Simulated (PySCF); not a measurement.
**SiH2Cl2 (SiCl2H2): CCSDT/STO-3G**

What is the vertical ionisation energy of SiH2Cl2 (SiCl2H2) at CCSDT/STO-3G? The job is set up through a Python script.

Program for the calculation: PySCF 2.14.0.

5 further runs of the same task are left out: 5 set aside as unsound or not needed.

## 1. Starting point

The species is SiH2Cl2 (5 atoms), meant as a singlet with charge 0. SMILES: `[H][Si]([H])(Cl)Cl`. The shape is that of a GFN2-xTB optimisation.

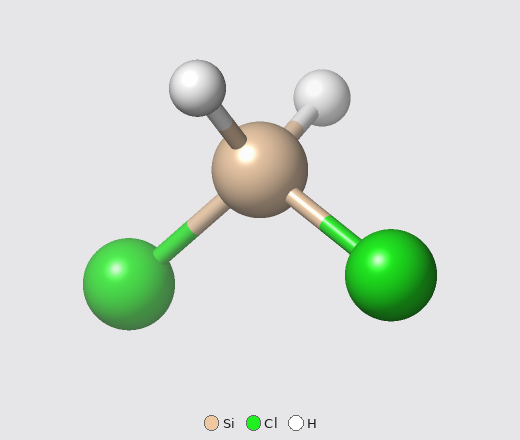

Viewed from a chosen angle; silicon light orange, chlorine green, hydrogen white.

## 2. The energy at CCSDT/STO-3G

File calc.py:

```python
from pyscf import gto, scf, cc

molecule = gto.Mole()
molecule.atom = '''
Si    -0.114410     0.000100    -0.080100
Cl    -0.106910    -0.020950     1.929170
Cl     1.776060     0.014740    -0.761640
H     -0.781060     1.211900    -0.531030
H     -0.773670    -1.205780    -0.556400
'''
molecule.max_memory = 1860
molecule.verbose = 3
molecule.basis = 'sto-3g'
molecule.build()

mf = scf.RHF(molecule)
mf.conv_tol = 1e-10
mf.kernel()
if not mf.converged:
    mf = mf.newton().run(mf.mo_coeff, mf.mo_occ)

mycc = cc.CCSDT(mf, frozen=15)
mycc.kernel()
e_final = mycc.e_tot
print('Final energy', e_final)
```

On the command line:

```console
$ OMP_NUM_THREADS=1 python calc.py
```

Log:

```text
converged SCF energy = -1196.02648591279
_make_eris_incore_RCCSDT

WARN: A large `blksize` is being used, which may cause large memory consumption
      for storing contraction intermediates. If memory is sufficient, consider using
      `pyscf.cc.rccsdt_highm.RCCSDT` instead.

RCCSDT converged
E(RCCSDT) = -1196.088418442609   E_corr = -0.06193252981611231
E_corr(same-spin) = -0.00377081285728396
E_corr(oppo-spin) = -0.0581617169588283
Final energy -1196.0884184426093
```

Wall time 1.4 s (1 thread of Arm Neoverse V1, shared host); peak memory 0.11 GiB.

## 3. The doublet cation

File run.py:

```python
from pyscf import gto, scf, cc

system = gto.Mole()
system.atom = '''
Si  -0.114410   0.000100  -0.080100
Cl  -0.106910  -0.020950   1.929170
Cl   1.776060   0.014740  -0.761640
H   -0.781060   1.211900  -0.531030
H   -0.773670  -1.205780  -0.556400
'''
system.spin = 1
system.basis = 'sto-3g'
system.max_memory = 1860
system.verbose = 4
system.charge = 1
system.build()

mf = scf.UHF(system)
mf.conv_tol = 1e-10
mf.kernel()
if not mf.converged:
    mf = mf.newton().run(mf.mo_coeff, mf.mo_occ)

mycc = cc.CCSDT(mf, frozen=15)
mycc.kernel()
etot = mycc.e_tot
print('E = %.10f Eh' % etot)
```

On the command line:

```console
$ OMP_NUM_THREADS=1 python run.py
```

Log:

```text
PySCF version 2.14.0

[INPUT] num. atoms = 5
[INPUT] num. electrons = 49
[INPUT] charge = 1
[INPUT] spin (= nelec alpha-beta = 2S) = 1
[INPUT] symmetry False subgroup None
[INPUT] Mole.unit = angstrom
[INPUT] Symbol           X                Y                Z      unit          X                Y                Z       unit  Magmom
[INPUT]  1 Si    -0.114410000000   0.000100000000  -0.080100000000 AA   -0.216203565911   0.000188972612  -0.151367062578 Bohr   0.0
[INPUT]  2 Cl    -0.106910000000  -0.020950000000   1.929170000000 AA   -0.202030619977  -0.039589762310   3.645602947727 Bohr   0.0
[INPUT]  3 Cl     1.776060000000   0.014740000000  -0.761640000000 AA    3.356266980795   0.027854563076  -1.439291005514 Bohr   0.0
[INPUT]  4 H     -0.781060000000   1.211900000000  -0.531030000000 AA   -1.475989486853   2.290159090360  -1.003501263928 Bohr   0.0
[INPUT]  5 H     -0.773670000000  -1.205780000000  -0.556400000000 AA   -1.462024410792  -2.278593966478  -1.051443615708 Bohr   0.0

nuclear repulsion = 195.016514085558
number of shells = 17
number of NR pGTOs = 87
number of NR cGTOs = 29
basis = sto-3g
ecp = {}

[... 105 lines left out ...]
converged SCF energy = -1195.6375674301  <S^2> = 0.76203573  2S+1 = 2.0119997
[... 17 lines left out ...]
WARN: A large `blksize_v_aaa` is being used, which may cause large memory consumption
[... 3 lines left out ...]
WARN: A large `blksize_v_aab` is being used, which may cause large memory consumption
[... 10 lines left out ...]
Init t2, MP2 energy = -0.0645028965926322
[... 31 lines left out ...]
UCCSDT converged
[... 3 lines left out ...]
E = -1195.7304926895 Eh
```

It took 6 s on 1 thread of Arm Neoverse V1, shared host; peak memory 0.11 GiB.

## 4. Summary of results

Level: CCSDT/STO-3G, 15 core orbitals frozen.

| quantity | value |
| --- | --- |
| singlet SiH2Cl2: total energy | -1196.08842 Eh |
| singlet SiH2Cl2: dipole moment (Hartree–Fock density) | 2.89 D |
| singlet SiH2Cl2: HOMO energy (Hartree–Fock orbitals) | -10.75 eV |
| singlet SiH2Cl2: LUMO energy (Hartree–Fock orbitals) | 8.53 eV |
| singlet SiH2Cl2: HOMO–LUMO gap (Hartree–Fock orbitals) | 19.27 eV |
| singlet SiH2Cl2: correlation energy (15 core orbitals frozen) | -61.9 mEh |
| singlet SiH2Cl2: T1 diagnostic | 0.005 |
| doublet cation: total energy | -1195.73049 Eh |
| doublet cation: HOMO energy (Hartree–Fock orbitals) (highest over α and β) | -15.43 eV |
| doublet cation: LUMO energy (Hartree–Fock orbitals) (lowest over α and β) | -10.41 eV |
| doublet cation: correlation energy (15 core orbitals frozen) | -92.9 mEh |
| doublet cation: ⟨S²⟩ of the reference determinant | 0.762 |
| doublet cation: T1 diagnostic | 0.010 |
| vertical ionisation energy (to the doublet cation) | 9.740 eV |

The vertical ionisation energy comes to 9.74 eV (225 kcal/mol). In a minimal basis such a difference can be off by several eV, whatever the method. Mulliken charges (singlet SiH2Cl2) of the mean-field density run from -0.36 on Cl2 to +0.91 on Si1; they depend strongly on the basis. Mulliken charges (doublet cation) of the mean-field density run from -0.01 on Cl2 to +0.92 on Si1; they depend strongly on the basis.
